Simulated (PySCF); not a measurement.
## Atomic calculation, with input and output: Re²⁺

- system: Re²⁺, configuration 1s2 2s2 2p6 3s2 3p6 3d10 4s2 4p6 4d10 4f14 5s2 5p6 5d5, multiplicity 6.
- method: unrestricted PBE, ANO-RCC-VTZP, spin-free X2C-1e, Gaussian nucleus (PySCF)

**The program's output (extracts)**
```
damping factor = 0
level_shift factor = 0
DIIS = <class 'pyscf.scf.diis.CDIIS'>
diis_start_cycle = 1
diis_space = 10
diis_damp = 0
SCF conv_tol = 1e-09
SCF conv_tol_grad = None
number electrons alpha = 39  beta = 34
XC functionals = PBE
    J. P. Perdew, K. Burke, and M. Ernzerhof.,  Phys. Rev. Lett. 77, 3865 (1996)
    J. P. Perdew, K. Burke, and M. Ernzerhof.,  Phys. Rev. Lett. 78, 1396 (1997)
    J. P. Perdew, K. Burke, and M. Ernzerhof.,  Phys. Rev. Lett. 77, 3865 (1996)
    J. P. Perdew, K. Burke, and M. Ernzerhof.,  Phys. Rev. Lett. 78, 1396 (1997)
cycle= 1 E= -16692.1415191267  delta_E= -0.0208  |g|= 0.401  |ddm|= 0.173
cycle= 2 E= -16692.1254946731  delta_E= 0.016  |g|= 0.64  |ddm|= 0.129
cycle= 3 E= -16692.1516333972  delta_E= -0.0261  |g|= 0.00176  |ddm|= 0.0794
cycle= 4 E= -16692.1516336231  delta_E= -2.26e-07  |g|= 0.000112  |ddm|= 0.00026
cycle= 5 E= -16692.1516336246  delta_E= -1.52e-09  |g|= 2.2e-05  |ddm|= 3.87e-05
cycle= 6 E= -16692.1516336247  delta_E= -1.02e-10  |g|= 2e-06  |ddm|= 1.17e-05
converged SCF energy = -16692.1516336247  <S^2> = 8.7515955  2S+1 = 6.0005318
```

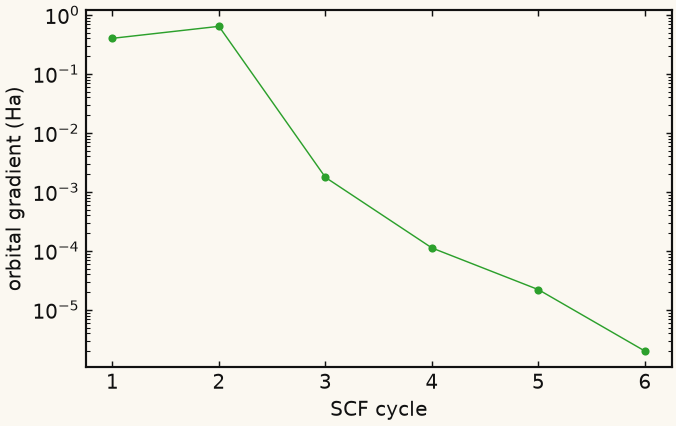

*Convergence: orbital gradient against the SCF cycle.*

The residual falls almost steadily, with no more than small rises or pauses. It goes from 0.40 to 2.0×10⁻⁶ in 6 steps.

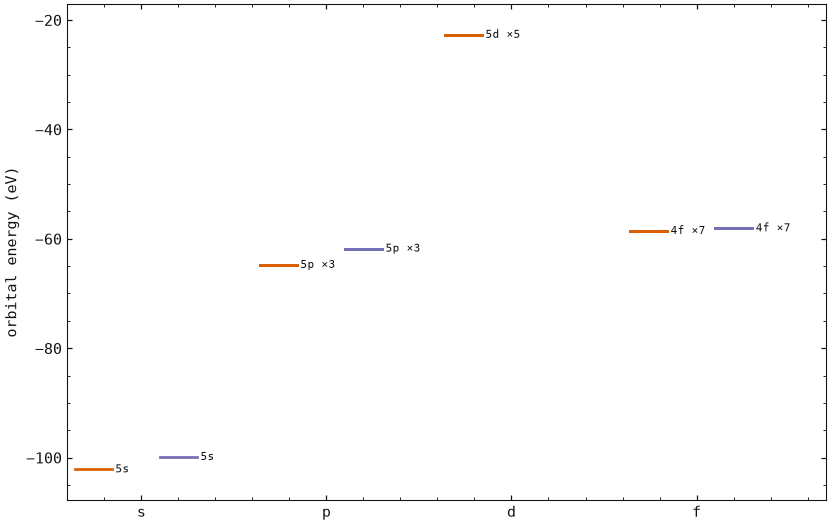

*Orbital energies of the mean field, from the top down to −102.2 eV, by angular momentum, α spin at the left of each column and β at the right; ×n counts the orbitals under one label.*

The highest filled orbital is 5d α at −22.7 eV, the lowest empty one s α at −20.9 eV.

**The input**
```python
from pyscf import gto, scf, dft, mp, cc
import basis_set_exchange as bse
mol = gto.M(atom="Re 0 0 0", charge=2, spin=5, symmetry="D2h",
            basis=gto.basis.parse(bse.get_basis("ANO-RCC-VTZP", elements=["Re"], fmt="nwchem")),
            nucmod="G")
mf = dft.UKS(mol, xc="PBE").sfx2c1e()
mf.irrep_nelec = {'Ag': (11, 9), 'B1g': (3, 2), 'B2g': (3, 2), 'B3g': (3, 2), 'Au': (1, 1), 'B1u': (6, 6), 'B2u': (6, 6), 'B3u': (6, 6)}
mf.kernel()
```

The script is an equivalent of what the driver set up; the driver started from orbitals of its own, so the log can be shorter than this script's would be, and it computed the properties (radii, ⟨L²⟩, response) afterwards. It held the occupations shell by shell, which the script's counts by irreducible representation don't always enforce.

**Results in brief**

```tsv
quantity	value
outcome	converged
total energy	−16692.1516 hartree
⟨S²⟩	8.752
SCF iterations	6
hardware	1 CPU thread, shared host
CPU time	3.2 s (integrals apart)
```
